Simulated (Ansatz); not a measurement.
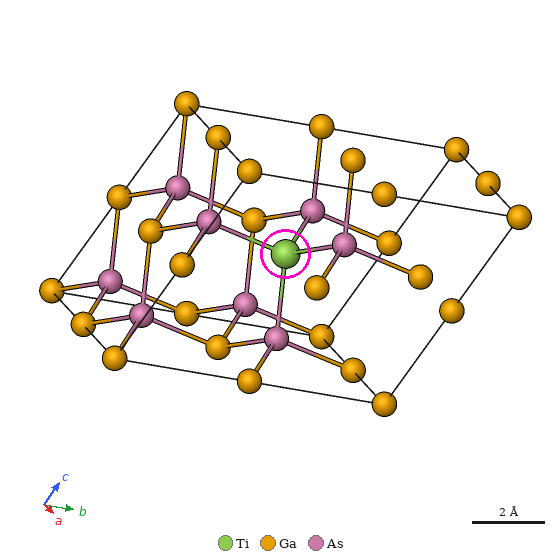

This ball-and-stick model is shown from a general direction. The edges of the supercell are marked. The host is GaAs, in a cell of 16 sites, and the cell is neutral. A ring marks the defect's site.

Q: Name the defect and give its surroundings.

A: Titanium on a gallium site (a substitutional impurity). It is bonded to four As in a tetrahedral arrangement at about 2.4 Å.

Computational set-up: Ansatz, DFT LDA, scalar-relativistic, plane waves, PAW, plane-wave cutoff 420 eV, Brillouin-zone sampling on a 3×3×3 mesh, Gaussian smearing of 0.02 eV, collinear spins.

Q: Is a magnetic moment found?

A: Yes, 0.8 μB in the cell.

The atoms were relaxed in the host's cell with Ansatz 0.2.0, DFT LDA, scalar-relativistic, plane waves, PAW.
